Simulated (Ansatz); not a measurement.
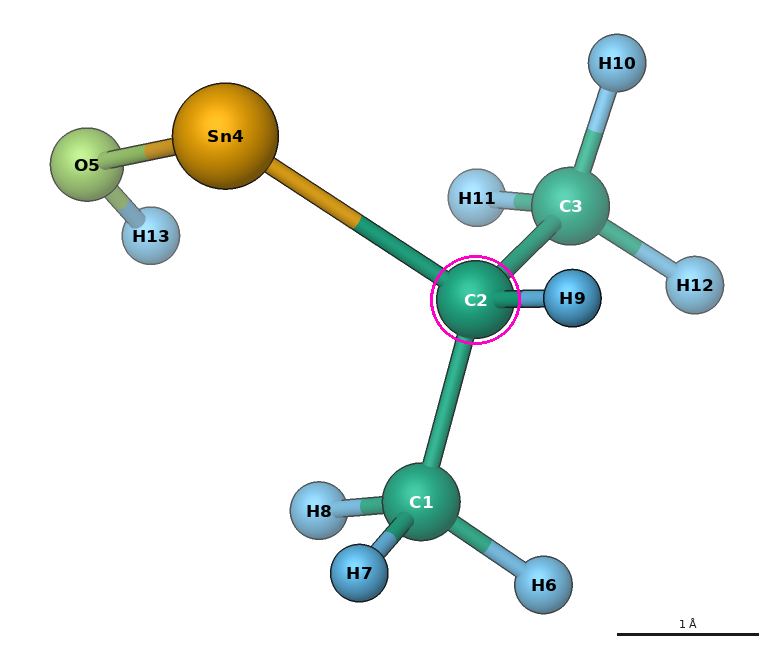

Orthographic view. Atoms fade into the background with distance from the viewer. Computed geometry: PBE0-D4/def2-TZVP optimisation.

Name the neighbours of the circled atom.

The circled atom is C2; it is bonded to C1, C3, Sn4, H9.

Of Sn4 and O5, which is nearer the viewer?

Sn4; the bond to O5 points away from the viewer, so it looks shorter than its 1.99 Å.

What is the shortest path along bonds from the circled atom to H13?

C2–Sn4–O5–H13, 3 bonds; through space the two are 2.93 Å apart.
